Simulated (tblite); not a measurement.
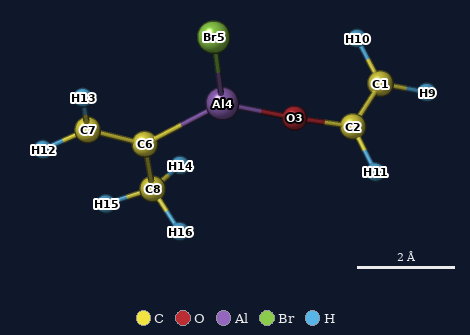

The structure as given in the input (ball-and-stick view, seen at a tilt; atoms are numbered from 1 in the order of the input). Sticks mark near contacts. Bond lengths as drawn: Al–Br 2.26 Å, Al–C 1.98 Å, Al–O 1.65 Å, C–C 1.32 to 1.50 Å, C–H 1.07 to 1.09 Å and C–O 1.35 Å.

C$_{5}$H$_{8}$AlBrO: frequency calculation

C$_{5}$H$_{8}$AlBrO, SMILES C=C[O][Al]([Br])[C](=C)C, computed with GFN2-xTB harmonic vibrations, gas phase (tblite 0.8.0).

It belongs to a series of runs on one base structure; here: H on Al replaced by isopropenyl.

Input
```
{"job": {"kind": "ir", "xc": "GFN2-xTB", "basis": "xTB"}, "charge": 0, "multiplicity": 1}
C      3.447746     0.101993    -0.480476
C      2.542307    -0.766152    -0.071118
O      1.383566    -0.413452     0.525409
Al    -0.016677     0.125008     1.219108
Br     0.022478     0.777119     3.381860
C     -1.696590     0.189589     0.172186
C     -2.789364     0.656278     0.770279
C     -1.687357    -0.275569    -1.255416
H      4.354738    -0.226990    -0.950441
H      3.305363     1.161444    -0.351071
H      2.663626    -1.837096    -0.189214
H     -3.743968     0.732606     0.266079
H     -2.777228     0.983922     1.801054
H     -0.904259     0.238685    -1.813467
H     -2.646883    -0.095700    -1.739788
H     -1.465099    -1.342739    -1.296396
```

The first line tells a small driver script what to run in tblite; the rest is the geometry in Å.

Hardware: 1 CPU thread, shared host.

Launched with:
```bash
OMP_NUM_THREADS=1 python <driver script> task.json out
```

Log
```
mode    cm-1     km/mol
  1       4.8      0.18
  2      43.5      0.01
  3      67.7      0.31
  4      75.6      2.79
  5      89.6      3.25
  6      92.8      1.24
  7     173.4      9.16
  8     183.1      5.99
  9     203.5     14.25
 10     277.0      3.23
 11     330.3     33.48
 12     415.6     33.13
 13     490.1     19.74
 14     601.5     64.96
 15     674.4      1.10
 16     674.9      1.65
 17     689.9     49.46
 18     837.9     15.50
 19     908.7     22.06
 20     946.1      8.95
 21     988.5     21.20
 22     993.1     11.03
 23    1012.0     36.63
 24    1029.3      1.62
 25    1177.8     23.97
 26    1236.1    422.54
 27    1293.3     10.90
 28    1382.0     57.70
 29    1389.6      2.84
 30    1408.7      5.94
 31    1462.2      7.00
 32    1475.1      8.47
 33    1650.9      2.26
 34    1702.0    192.60
 35    2984.2     17.24
 36    2999.6     16.22
 37    3003.6     35.55
 38    3025.7     41.33
 39    3037.1     36.36
 40    3055.7     64.86
 41    3113.8     13.86
 42    3163.5     29.97
```

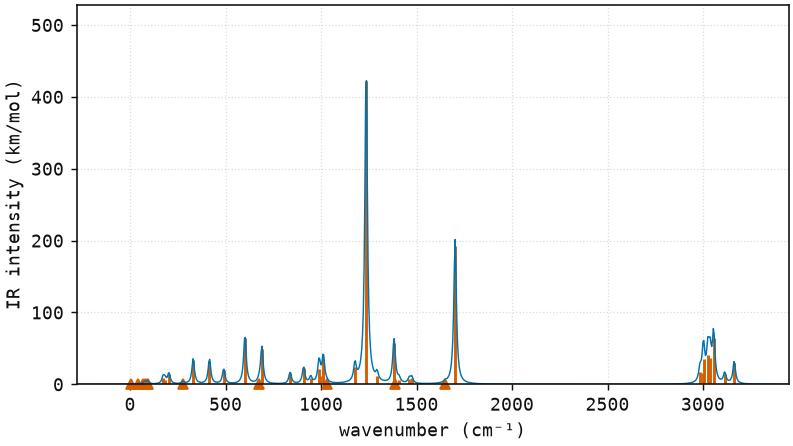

Harmonic infrared spectrum, unscaled: sticks (degenerate modes added up, dark ones marked on the axis) with a Lorentzian envelope of 16 cm⁻¹ full width, scaled to the tallest stick. 42 modes from 5 to 3164 cm⁻¹, none imaginary. The strongest line is at 1236 cm⁻¹ (423 km/mol).

Results in brief

- outcome: converged
- total energy: −654.8827 eV
- zero-point energy: 71.9990 kcal/mol
- wall time: 1.1 s
- peak memory: 0.18 GiB
